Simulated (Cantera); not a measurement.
Input: 1 mol Al, a varied amount of Cl2, 0.38 mol N2, at 1348.15 K and 27.0 Torr.

These are equilibrium values from Cantera (NASA tables, ideal gas, pure condensed phases), not measurements of a reactor. Candidate condensed phases: Al, AlCl3, AlN; 11 gas species. The tables' values for AlCl2 are old estimates; treat these amounts as uncertain. Rates play no part.

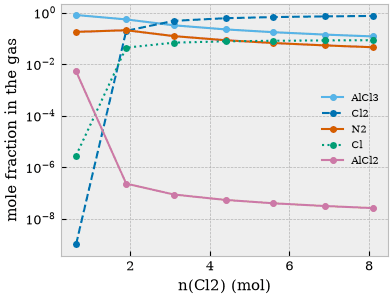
Fig. 1. Equilibrium gas composition (values under 1e-9 drawn at 1e-9)

Q: Read off the mole fractions at 8.1 mol Cl2.

A: Cl2 about 0.75, AlCl3 about 0.12, Cl about 0.086, N2 about 0.046, AlCl2 about 2.6e-8.
